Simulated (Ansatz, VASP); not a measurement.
**Si10H2O (OH-terminated Si(111)) in two plane-wave programs**

One calculation is typed for both programs; each brings its own data sets. How far apart do they land? Of the first pair: The structure shown is the end of the VASP relaxation below. Valence electrons are named where the data sets of a main pair hold unlike numbers.

Method: plane waves, with VASP 6.6.1 beside it; single point at PBE and band structure at PBE, in Ansatz 0.2.0.

### 1. The starting structure

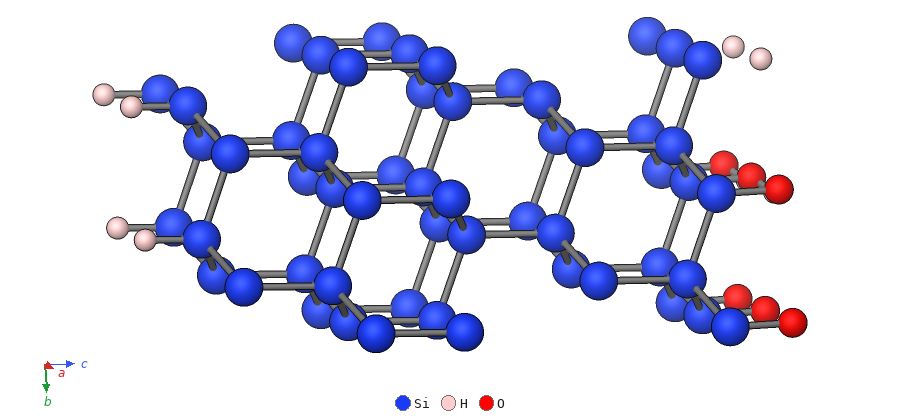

The cell as given, from the side, with the c axis across the page (silicon blue, hydrogen pink, oxygen red). 2×2×1 cells are drawn. Bonds to atoms that aren't drawn are left out. Some periodic images of atoms are drawn too.

The cell holds 13 atoms: 10 Si, 2 H and 1 O. Cell: a = 3.868 Å, b = 3.868 Å, c = 33.081 Å, α = 90.0°, β = 90.0°, γ = 60.0°. It derives from Si. As first built, before any earlier steps moved the atoms (in the runner's words): 10 layers of Si at this functional's lattice, OH on top and H below. Vacuum lies along c.

As a file:

```xyz
13
Lattice="3.8677 0.0000 0.0000 1.9338 3.3495 0.0000 0.0000 0.0000 33.0812" Properties=species:S:1:pos:R:3
Si    1.9434    1.1166    9.5063
Si    3.8776    2.2329   10.2687
Si    3.8823    2.2322   12.6360
Si    1.9499    3.3484   13.4271
Si    1.9534    3.3460   15.7904
Si    1.9541    1.1123   16.5775
Si    1.9686    1.0991   18.9437
Si    3.9039    2.2149   19.7336
Si    3.8838    2.2003   22.1034
Si    1.9461    3.3130   22.8795
H     1.9453    1.1159    8.0014
H     0.7025    0.2226   25.0367
O     5.7178    3.2416   24.5640
```

### 2. VASP: relaxation, PBE

This run makes the geometry at which the two programs are then compared.

Lines of VASP's logs that name or quote its potential files are left out, and so is its time.

INCAR reads:

```
SYSTEM = Si10H2O
PREC = Normal
ENCUT = 440
EDIFF = 1E-05
NELM = 120
ISMEAR = 0
SIGMA = 0.03
LREAL = Auto
ALGO = Fast
GGA = PE
NBANDS = 37
LORBIT = 11
LWAVE = .FALSE.
LCHARG = .FALSE.
KPAR = 4
IBRION = 1
NSW = 60
ISIF = 2
EDIFFG = -0.03
POTIM = 0.3
MAXMIX = 40
IDIPOL = 3
LDIPOL = .TRUE.
DIPOL = 0.5 0.5 0.51
```

POSCAR reads:

```
Si10H2O
1.0
    3.8676508603      0.0000000000      0.0000000000
    1.9338254302      3.3494838980      0.0000000000
    0.0000000000      0.0000000000     33.0811757406
Si H O
10 2 1
Direct
    0.3356555756      0.3333368437      0.2872681895
    0.6692618222      0.6667471356      0.3103742526
    0.6708025008      0.6665791714      0.3819872494
    0.0042503414      0.9996807481      0.4059750416
    0.0054338870      0.9989423016      0.4773447331
    0.3391170561      0.3323850204      0.5010842790
    0.3447180975      0.3282844933      0.5726162168
    0.6789999922      0.6610593672      0.5965294695
    0.6754981007      0.6565525146      0.6681868759
    0.0085948820      0.9893335860      0.6915676725
    0.3363486411      0.3332045764      0.2419152041
    0.1486900145      0.0662274183      0.7568299832
    0.9946440891      0.9676668235      0.7425539229
```

KPOINTS reads:

```
Automatic mesh
0
Gamma
9 9 1
0 0 0
```

The projector-augmented-wave data sets are Si, H and O (PBE family, release 64).

Launch:

```sh
$ mpirun -np 4 vasp_std
```

Numbers of over 12 decimals in the logs are rounded to 6 here.

The log of the run:

```text
[banner, memory and clock lines left out]
running    4 mpi-ranks, on    1 nodes
 distrk:  each k-point on    1 cores,    4 groups
 distr:  one band on    1 cores,    1 groups

 POSCAR found type information on POSCAR SiH O
 POSCAR found :  3 types and      13 ions
 LDA part: xc-table for (Slater+PW92), standard interpolation
 POSCAR, INCAR and KPOINTS ok, starting setup
 FFT: planning ... GRIDC
 FFT: planning ... GRID_SOFT
 FFT: planning ... GRID
 WAVECAR not read
 entering main loop
       N       E                     dE             d eps       ncg     rms          rms(c)
DAV:   1     0.206630179408E+03    0.20663E+03   -0.15557E+04  3034   0.876E+02
DAV:   2    -0.463107922646E+02   -0.25294E+03   -0.24010E+03  4262   0.178E+02
DAV:   3    -0.708143605473E+02   -0.24504E+02   -0.24181E+02  3638   0.569E+01
DAV:   4    -0.716055408707E+02   -0.79118E+00   -0.78860E+00  4060   0.117E+01
DAV:   5    -0.716368473755E+02   -0.31307E-01   -0.31297E-01  4149   0.228E+00    0.139E+01
RMM:   6    -0.692106126909E+02    0.24262E+01   -0.82528E+00  3037   0.101E+01    0.742E+00
RMM:   7    -0.688897188311E+02    0.32089E+00   -0.12185E+00  3045   0.422E+00    0.343E+00
RMM:   8    -0.688086953476E+02    0.81023E-01   -0.33587E-01  3124   0.231E+00    0.415E-01
RMM:   9    -0.688114018237E+02   -0.27065E-02   -0.68455E-02  3498   0.994E-01    0.354E-01
RMM:  10    -0.688105511167E+02    0.85071E-03   -0.10817E-02  3400   0.379E-01    0.223E-01
RMM:  11    -0.688096295908E+02    0.92153E-03   -0.38187E-03  3073   0.228E-01    0.569E-02
RMM:  12    -0.688097041799E+02   -0.74589E-04   -0.14052E-03  3190   0.124E-01    0.332E-02
RMM:  13    -0.688103005061E+02   -0.59633E-03   -0.99167E-04  3075   0.971E-02    0.326E-02
RMM:  14    -0.688105580067E+02   -0.25750E-03   -0.28682E-04  3202   0.538E-02    0.126E-02
RMM:  15    -0.688111133088E+02   -0.55530E-03   -0.97292E-05  2824   0.352E-02    0.622E-03
RMM:  16    -0.688112266616E+02   -0.11335E-03   -0.27450E-05  2313   0.182E-02    0.455E-03
RMM:  17    -0.688113652778E+02   -0.13862E-03   -0.92128E-06  2084   0.118E-02    0.308E-03
RMM:  18    -0.688113969191E+02   -0.31641E-04   -0.22941E-06  1949   0.619E-03    0.231E-03
RMM:  19    -0.688114233183E+02   -0.26399E-04   -0.23733E-06  1905   0.524E-03    0.668E-04
RMM:  20    -0.688114276858E+02   -0.43676E-05   -0.27134E-07  1262   0.289E-03
   1 F= -.68811428E+02 E0= -.68811428E+02  d E =-.688114E+02
[...]
2 F= -.68811902E+02 E0= -.68811902E+02  d E =-.473937E-03
[...]
3 F= -.68812008E+02 E0= -.68812008E+02  d E =-.106794E-03
 BRION: g(F)=  0.976E-04 g(S)=  0.000E+00 retain N=  2 mean eig= 0.78
 eig:   1.219  0.343
 bond charge predicted
       N       E                     dE             d eps       ncg     rms          rms(c)
DAV:   1    -0.688120421987E+02   -0.42602E-04   -0.23847E-03  3583   0.243E-01    0.165E-02
RMM:   2    -0.688120465355E+02   -0.43369E-05   -0.10894E-04  2651   0.457E-02    0.772E-03
RMM:   3    -0.688120473191E+02   -0.78360E-06   -0.16634E-05  2017   0.192E-02
   4 F= -.68812047E+02 E0= -.68812047E+02  d E =-.389020E-04
 BRION: g(F)=  0.669E-04 g(S)=  0.000E+00 retain N=  3 mean eig= 2.04
 eig:   4.899  1.216  0.006
 reached required accuracy - stopping structural energy minimisation
```

OUTCAR, selected parts (step 2):

```text
ion  position               nearest neighbor table
   1  0.336  0.333  0.287-  11 1.50   2 2.36   2 2.36   2 2.36
   2  0.669  0.667  0.310-   1 2.36   1 2.36   1 2.36   3 2.37
   3  0.671  0.667  0.382-   2 2.37   4 2.37   4 2.37   4 2.37
   4  0.004  1.000  0.406-   5 2.36   3 2.37   3 2.37   3 2.37
   5  0.005  0.999  0.477-   4 2.36   6 2.37   6 2.37   6 2.37
   6  0.339  0.332  0.501-   5 2.37   7 2.37   5 2.37   5 2.37
   7  0.345  0.328  0.573-   8 2.37   6 2.37   8 2.37   8 2.37
   8  0.679  0.661  0.597-   7 2.37   7 2.37   9 2.37   7 2.37
   9  0.675  0.657  0.668-  10 2.36  10 2.36  10 2.36   8 2.37
  10  0.009  0.989  0.692-  13 1.69   9 2.36   9 2.36   9 2.36
  11  0.336  0.333  0.242-   1 1.50
  12  0.149  0.066  0.757-  13 0.97
  13  0.995  0.968  0.743-  12 0.97  10 1.69

  LATTYP: Found a hexagonal cell.
 ALAT       =     3.8676508603
 C/A-ratio  =     8.5532993890

 Subroutine GETGRP returns: Found  1 space group operations
 (whereof  1 operations were pure point group operations)

The static configuration has the point symmetry C_1 .

 Found     41 irreducible k-points:

   k-points           NKPTS =     41   k-points in BZ     NKDIM =     41   number of bands    NBANDS=     37

   dimension x,y,z NGX =    20 NGY =   20 NGZ =  180
   dimension x,y,z NGXF=    40 NGYF=   40 NGZF=  360

   ENCUT  =  440.0 eV  32.34 Ry    5.69 a.u.   6.62  6.62 56.58*2*pi/ulx,y,z

   NELECT =      48.0000    total number of electrons

 k-points in reciprocal lattice and weights: Automatic mesh
   0.00000000  0.00000000  0.00000000       0.012
   0.11111111 -0.00000000  0.00000000       0.025
   0.11111111  0.11111111  0.00000000       0.025
   0.00000000  0.11111111  0.00000000       0.025
   0.22222222  0.00000000  0.00000000       0.025
   0.22222222  0.22222222  0.00000000       0.025
   0.00000000  0.22222222  0.00000000       0.025
   0.33333333 -0.00000000  0.00000000       0.025
   0.33333333  0.33333333  0.00000000       0.025
[...]
0.44444444 -0.33333333  0.00000000       0.025
  -0.33333333  0.33333333  0.00000000       0.025

 dipolmoment           0.000000      0.000000     -0.018658 electrons x Angstroem

 average (electrostatic) potential at core
       1 -88.5032       2 -88.4951       3 -88.5764       4 -88.5730       5 -88.5753
       6 -88.5797       7 -88.5710       8 -88.5966       9 -88.2604      10 -88.8830
      11 -36.0389      12 -39.8907      13 -75.6850

 E-fermi :   0.7671

 k-point     1 :       0.0000    0.0000    0.0000
  band No.  band energies     occupation
    ...
     20      -0.0667      2.00000
     21       0.2457      2.00000
     22       0.2906      2.00000
     23       0.4862      2.00000
     24       0.5667      2.00000
     25       1.9464      0.00000
     26       2.0932      0.00000
     27       2.3221      0.00000
     28       2.6730      0.00000
     29       2.9809      0.00000
    ...

 k-point     2 :       0.1111   -0.0000    0.0000
  band No.  band energies     occupation
    ...
     20      -0.4647      2.00000
     21      -0.3213      2.00000
     22      -0.2050      2.00000
     23       0.0785      2.00000
     24       0.3426      2.00000
     25       2.3556      0.00000
     26       2.7258      0.00000
     27       2.7732      0.00000
     28       2.9574      0.00000
     29       3.2663      0.00000
    ...

 k-point     3 :       0.1111    0.1111    0.0000
  band No.  band energies     occupation
    ...
     20      -0.4772      2.00000
     21      -0.2972      2.00000
     22      -0.2432      2.00000
     23       0.1038      2.00000
     24       0.3963      2.00000
     25       2.3907      0.00000
     26       2.7181      0.00000
     27       2.7686      0.00000
     28       2.9527      0.00000
     29       3.2574      0.00000
    ...

  Total       -0.2486471     -0.1770451     -0.3814232     -0.0874558      0.0973214     -0.1804785
  in kB       -0.9295823     -0.6618941     -1.4259739     -0.3269588      0.3638420     -0.6747301
  external PRESSURE =      -1.0058168 kB  Pullay stress =       0.0000000 kB

  energy-cutoff  :      440.00
  volume of cell :      428.55
      direct lattice vectors                 reciprocal lattice vectors
     3.867650860  0.000000000  0.000000000     0.258554879 -0.149276729  0.000000000
     1.933825430  3.349483898  0.000000000     0.000000000  0.298553458  0.000000000
     0.000000000  0.000000000 33.081175741     0.000000000  0.000000000  0.030228672

 POSITION                                       TOTAL-FORCE (eV/Angst)
 -----------------------------------------------------------------------------------
      1.94340      1.11661      9.50629         0.001878     -0.001505      0.008160
      3.87763      2.23290     10.26865         0.001103     -0.001914      0.006317
      3.88227      2.23222     12.63605        -0.005468     -0.003301     -0.005544
      1.94995      3.34841     13.42706        -0.003289     -0.002181     -0.017080
      1.95344      3.34602     15.79039         0.002125     -0.005494     -0.009895
      1.95411      1.11226     16.57748         0.000919     -0.006594      0.004408
      1.96858      1.09913     18.94368        -0.000603      0.000448      0.005573
      3.90391      2.21486     19.73358        -0.001111      0.002019     -0.000695
      3.88384      2.20030     22.10341         0.007556      0.003383     -0.006119
      1.94608      3.31300     22.87955         0.006176      0.001775     -0.000485
      1.94534      1.11594      8.00142         0.000955     -0.001856      0.008194
      0.70248      0.22265     25.03671        -0.025164      0.003490     -0.009301
      5.71783      3.24159     24.56396         0.014922      0.011728      0.016468
 -----------------------------------------------------------------------------------
    total drift:                               -0.022193      0.026431     -0.000682

  FREE ENERGIE OF THE ION-ELECTRON SYSTEM (eV)
  ---------------------------------------------------
  free  energy   TOTEN  =       -68.8120473191 eV

  energy  without entropy=      -68.8120473191  energy(sigma->0) =      -68.81204732

 reached required accuracy - stopping structural energy minimisation

 vacuum level on the upper side and lower side of the slab         4.719         4.976

 total charge
# of ion       s       p       d       tot
------------------------------------------
    1        0.742   0.957   0.000   1.699
    2        0.746   0.945   0.000   1.691
    3        0.749   0.930   0.000   1.679
    4        0.750   0.929   0.000   1.679
    5        0.750   0.930   0.000   1.680
    6        0.750   0.928   0.000   1.679
    7        0.751   0.928   0.000   1.679
    8        0.750   0.926   0.000   1.675
    9        0.753   0.957   0.000   1.710
   10        0.733   0.908   0.000   1.641
   11        0.558   0.013   0.000   0.571
   12        0.608   0.117   0.000   0.726
   13        1.573   3.595   0.000   5.168
--------------------------------------------------
tot         10.214  13.063   0.000  23.277

[... 3 further parts left out ...]
```

(Part 1 of 3 ends here.)

[Lines on the potential files, build, host, timing and source positions are cut from VASP's logs without a mark.]

[Logs are printed without paths, hosts, clocks, repeated set-up lines and the standing remarks that a program may print on its own settings, such as how far it seeks lower states.]

[Hosts, paths, dates, database ids (printed as entryN), source tags and the programs' standing remarks are cut or masked in the printed files.]
